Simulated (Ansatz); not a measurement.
Consider ScAl2As3.

```cif
data_structure
_symmetry_space_group_name_H-M 'P 1'
_symmetry_Int_Tables_number 1
_cell_length_a 3.8055
_cell_length_b 3.8055
_cell_length_c 9.7980
_cell_angle_alpha 90.000
_cell_angle_beta 90.000
_cell_angle_gamma 120.000
_cell_volume 122.89
loop_
_atom_site_label
_atom_site_type_symbol
_atom_site_fract_x
_atom_site_fract_y
_atom_site_fract_z
_atom_site_occupancy
Sc1 Sc 0.00000 0.00000 0.05385 1
Al1 Al 0.00000 0.00000 0.75183 1
Al2 Al 0.33333 0.66667 0.42278 1
As1 As 0.66667 0.33333 0.86336 1
As2 As 0.00000 0.00000 0.51283 1
As3 As 0.33333 0.66667 0.18535 1
```

Space group P3m1; a generated structure, not necessarily the stable one; changed on purpose from its base cell (volume × 0.88, shape and atoms relaxed); computed pressure about 11 GPa in this cell.

Level of theory: DFT PBE, scalar-relativistic, plane waves, PAW (Ansatz).

What can the converged valence pseudo-density and electron localisation function tell about the bonding?

Answer. Al–As (2.34 Å): the density is about 0.56 e/Å³ at the midpoint; the ELF peaks at about 0.90 in the valence shell of As, 1.5 Å from its nucleus, and is about 0.90 at the midpoint.
Al–As (2.34 Å): ρ is about 0.56 e/Å³ halfway; the ELF peaks at about 0.90 in the valence shell of As, 1.5 Å from its nucleus, and is about 0.90 at the midpoint.

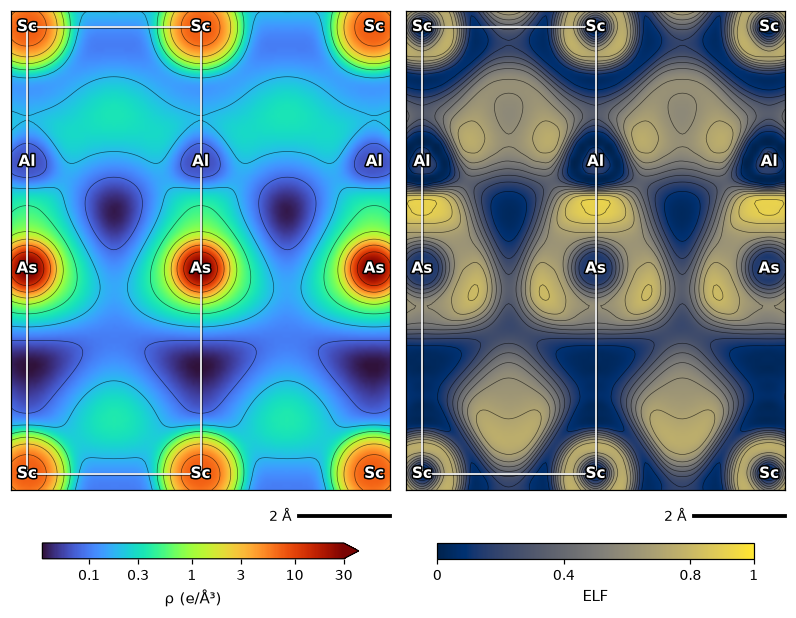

Computed valence pseudo-density and electron localisation function on the (100) plane of the conventional cell, in this order. 
